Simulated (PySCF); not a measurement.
```yaml
atoms:
  - { symbol: C, position_ang: [0.6176, 1.4154, 3.2456] }
  - { symbol: C, position_ang: [0.5444, 0.6426, 2.3281] }
  - { symbol: Si, position_ang: [0.4328, -0.5562, 0.9246] }
  - { symbol: C, position_ang: [-1.2060, -0.3875, -0.0426] }
  - { symbol: C, position_ang: [-0.8672, -0.4675, -1.5405] }
  - { symbol: Si, position_ang: [0.9059, 0.2057, -1.7708] }
  - { symbol: O, position_ang: [1.4675, -0.0770, -0.2586] }
  - { symbol: H, position_ang: [0.6849, 2.0962, 4.0454] }
  - { symbol: H, position_ang: [0.8222, -1.9101, 1.3099] }
  - { symbol: H, position_ang: [-1.6446, 0.5895, 0.1731] }
  - { symbol: H, position_ang: [-1.9587, -1.1287, 0.2276] }
  - { symbol: H, position_ang: [-1.6223, 0.0451, -2.1367] }
  - { symbol: H, position_ang: [-0.8880, -1.5138, -1.8539] }
  - { symbol: H, position_ang: [1.7323, -0.5910, -2.6702] }
  - { symbol: H, position_ang: [0.9747, 1.6454, -2.0030] }
```

Geometry: GFN2-xTB.

All numbers below come from CAM-B3LYP/def2-SVPD, SCF density, gas phase in PySCF.

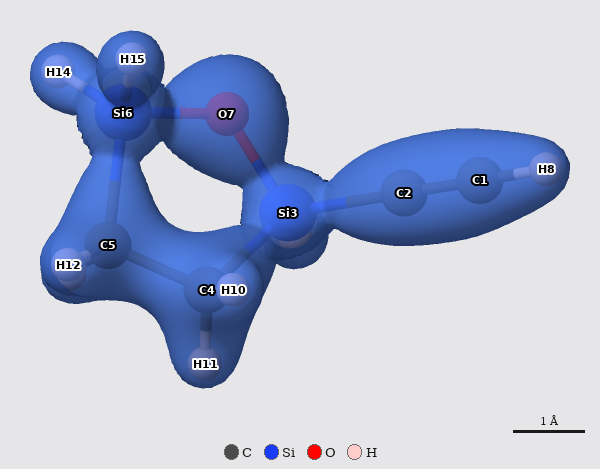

C$_{4}$H$_{8}$OSi$_{2}$. Isosurface of the electron density at 0.6 e/Å³ (blue), seen across its widest extent.

How is the density connected at this value?

Answer. At this value the surface is in one piece. It bridges the sampled C–C (1.20 Å), Si–O (1.64 Å), C–Si (1.85 Å) and C–H (1.05 Å) contacts, where the density stays above the isovalue. On the grid the lowest density along these lines, outside the cores, is 2.8 e/Å³ (C–C, 1.20 Å), 0.95 e/Å³ (Si–O, 1.64 Å), 0.77 e/Å³ (C–Si, 1.85 Å) and 2 e/Å³ (C–H, 1.05 Å).
